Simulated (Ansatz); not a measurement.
AlH3O2···H2

Input

```
crystal:
  periodic: [false, false, false]
  atoms:
    - { symbol: Al, position_ang: [-0.184882, 0.485387, -0.350356] }
    - { symbol: H, position_ang: [-0.02111, 0.048148, 2.369104] }
    - { symbol: H, position_ang: [1.204782, -0.169371, -0.726822] }
    - { symbol: O, position_ang: [-1.729732, -0.256208, -0.645944] }
    - { symbol: H, position_ang: [-1.837234, -1.116229, -1.078188] }
    - { symbol: O, position_ang: [-0.192273, 2.105283, 0.344787] }
    - { symbol: H, position_ang: [-1.033069, 2.564561, 0.496965] }
    - { symbol: H, position_ang: [-0.038682, 0.69913, 2.055153] }
basis:
  gaussian: { orbitals: def2-SVPD }
hamiltonian:
  xc: revpbe
  dispersion: d4
relax:
  f_tol: 0.03
  max_steps: 50
output:
  orbitals: {}
```

Launched as:

```sh
ansatz run input.yaml --threads 2 --pin off --max-ram 3072MiB --backend cpu --events-out ev --progress --plain --runs-dir out
```

The fields are those of the run's last geometry, not of the input's.

Computed with RKS revPBE-D4/def2-SVPD in Ansatz.

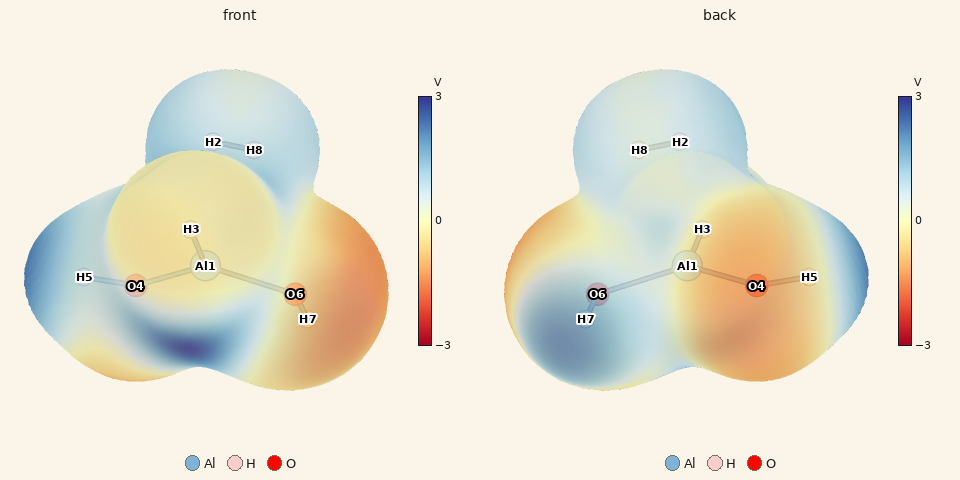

Figure 1. The electrostatic potential painted on the density surface at 0.002 e/bohr³, seen from the front and from behind; red is negative and blue positive.

Which sites attract a positive test charge, and which a negative one?

A positive charge is drawn to the negative regions and a negative charge to the positive ones. The most negative region (about −1.5 V) lies over O6, the most positive (about +2.7 V) over Al1. O6 is the likeliest acceptor of a hydrogen bond.

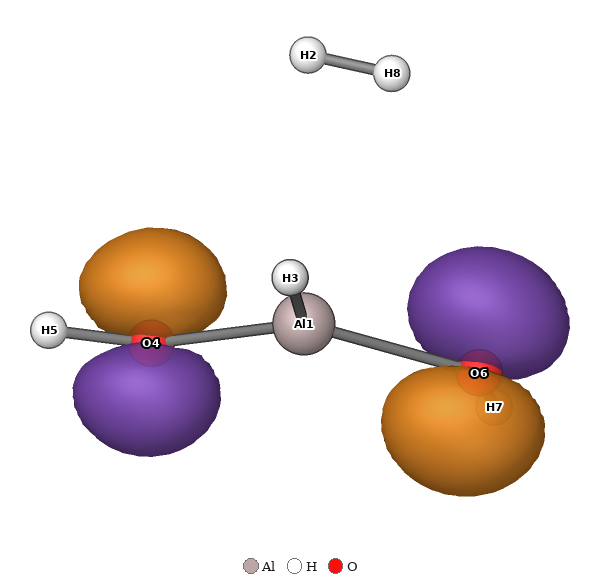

Figure 2. One frontier orbital at ±0.2 Å⁻³ᐟ² (orange and purple are the two phases), seen across its widest extent.

Which orbital is it: HOMO or LUMO?

The HOMO, at −7.21 eV. Its weight (Hirshfeld) is mainly on O6 (about 50 %) and O4 (about 35 %); largely a combination of lone pairs on O6 and O4.

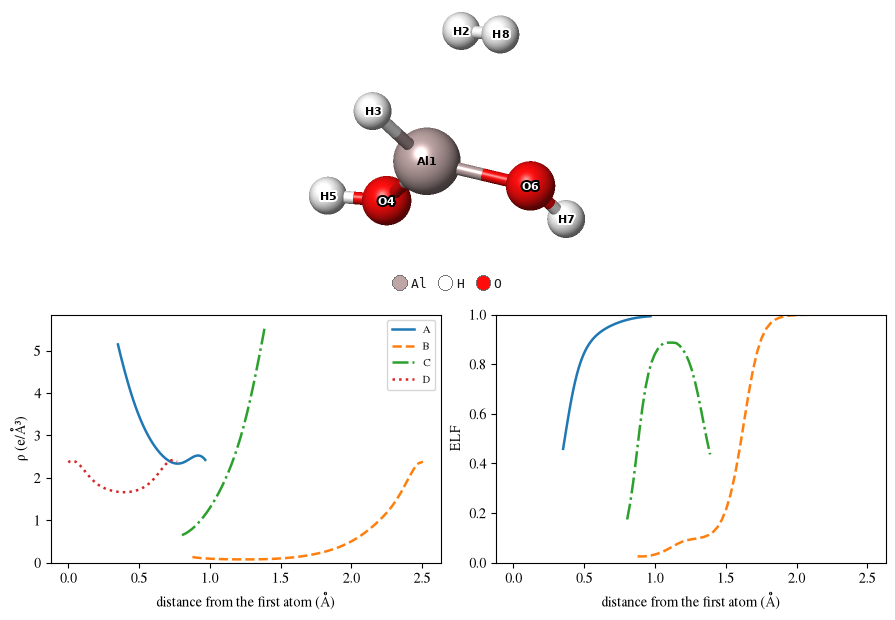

Figure 3. Electron density and electron localisation function along straight lines between neighbouring atoms. The curves leave out the atomic cores. The structure is drawn too.

Which curve belongs to which contact (Al–H, Al–O, H–H and O–H)? The first atom named is at distance zero.

Curve A: O–H (0.97 Å): ρ at the midpoint is about 3.6 e/Å³; the ELF climbs to about 1 towards the hydrogen, as it does in any bond to H: a covalent bond by its length. Curve B: Al1···H8 (2.51 Å): the density falls to about 0.08 e/Å³ on the way; the ELF climbs to about 1 towards the hydrogen. Curve C: Al–O (1.74 Å): the density is about 0.78 e/Å³ at the midpoint; the ELF peaks at about 0.90 in the valence shell of O, 0.7 Å from its nucleus, and is about 0.45 at the midpoint. Curve D: H–H (0.77 Å): ρ is about 1.7 e/Å³ halfway; the ELF peaks at about 1 between the atoms.

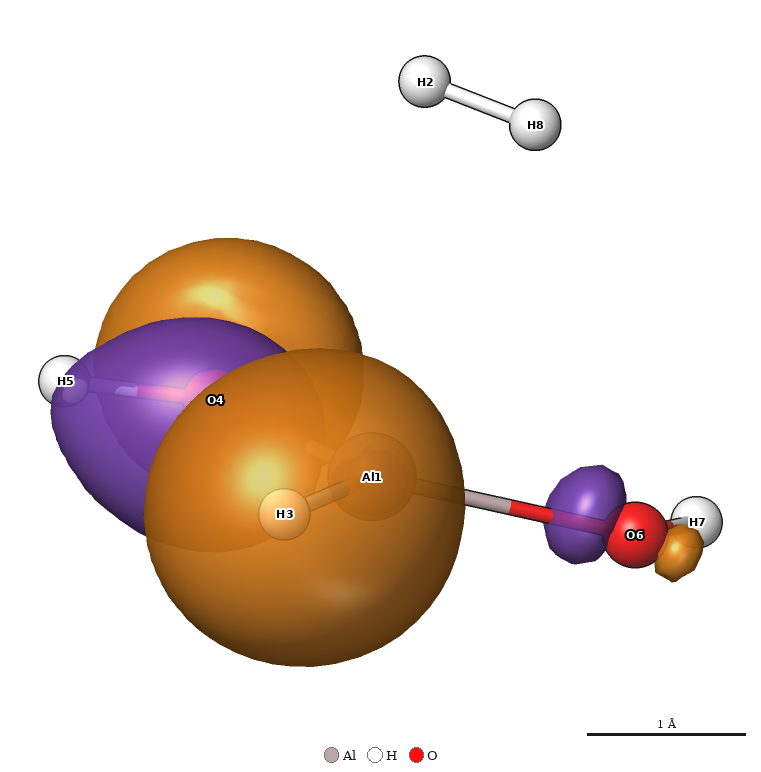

Figure 4. The HOMO−1 at ±0.15 Å⁻³ᐟ² (orange and purple are the two phases), seen at a tilt.

What is the character of this orbital?

It lies mainly on O4 (about 50 %), H3 (about 25 %) and Al1 (about 20 %). Its energy is −7.41 eV.
